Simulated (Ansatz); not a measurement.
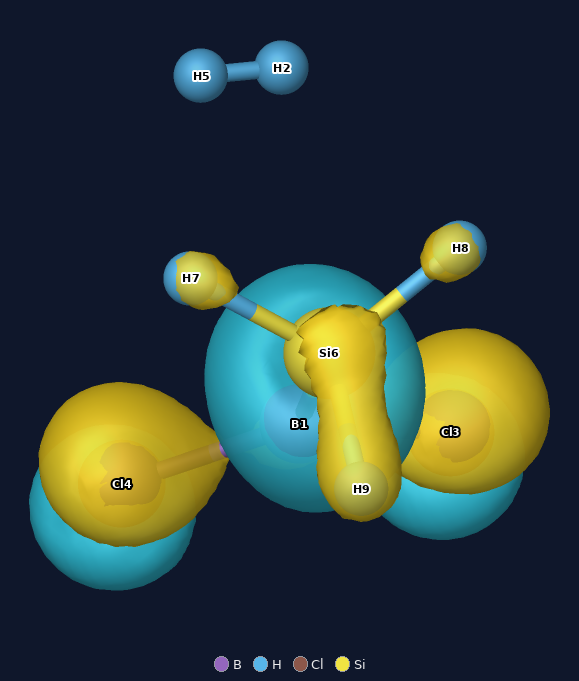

Figure. BCl₂H₃Si···H₂. The HOMO at ±0.15 Å⁻³ᐟ² (yellow and cyan are the two phases), seen at an oblique angle.

The product side of a reaction path; geometry: PBE0-D4/def2-TZVP.

Level of theory: RKS PBE0-D4/def2-TZVPP (Ansatz).

Input file:

```
crystal:
  periodic: [false, false, false]
  atoms:
    - {symbol: B, position_ang: [-1.086852, 0.498280, 0.008294]}
    - {symbol: H, position_ang: [0.742737, -0.712172, -2.318242]}
    - {symbol: Cl, position_ang: [-2.380816, -0.543562, -0.522980]}
    - {symbol: Cl, position_ang: [-1.147699, 2.185406, -0.430321]}
    - {symbol: H, position_ang: [1.115999, -0.067173, -2.266560]}
    - {symbol: Si, position_ang: [0.416847, -0.213349, 1.151945]}
    - {symbol: H, position_ang: [1.675141, 0.532201, 0.889285]}
    - {symbol: H, position_ang: [0.629760, -1.663702, 0.910302]}
    - {symbol: H, position_ang: [0.034884, -0.015929, 2.578274]}
basis:
  gaussian: {orbitals: def2-TZVPP}
hamiltonian: {xc: pbe0, dispersion: d4}
output: {orbitals: {seedname: orbitals}}
```

Command:

```sh
ansatz run in.yaml --threads 4 --pin off --events-out ev --progress --plain --max-ram 9574MiB
```

**Describe this orbital and give its energy.**

It lies mainly on Si6 (about 25 %), Cl4 (about 20 %), Cl3 (about 20 %) and B1 (about 20 %). Its energy is −8.35 eV.
